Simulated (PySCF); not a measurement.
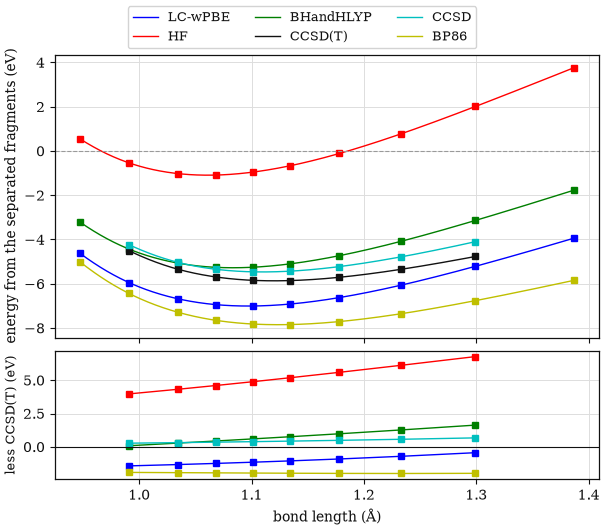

Bond curves of O₂⁺, doublet (excess alpha electrons: πx +1), 6-311G(d,p) (non-relativistic), PySCF: energy from the separated fragments (atoms in their ground configurations, no counterpoise). One reference determinant with the occupation held, the lowest that a PBE0 search over spins and occupations found; no spin-orbit coupling. Splines pass through the computed points, which are marked. References: UKS for BP86, BHandHLYP and LC-wPBE; UHF for HF, CCSD and CCSD(T). The fragments are O⁺ + O. Where a curve rises through zero (HF), the held determinant is heading for a higher limit than these fragments.

### Which curve follows CCSD(T) best, and which worst?

Best CCSD, worst HF; largest departures, offsets in depth included: CCSD 0.67, LC-wPBE 1.44, BHandHLYP 1.63, BP86 2.01, HF 6.78 eV, over the shared points. CCSD(T) is in the same finite basis, not at its limit.

### Where is the minimum of each curve?

LC-wPBE: near 1.10 Å, −7.01 eV; HF: near 1.06 Å, −1.09 eV; BHandHLYP: near 1.08 Å, −5.28 eV; CCSD(T): near 1.12 Å, −5.87 eV; CCSD: near 1.11 Å, −5.47 eV; BP86: near 1.12 Å, −7.85 eV (from the spline).

Caveats, for all or some of the runs: lowest determinant of a PBE0 search, another state may lie lower.
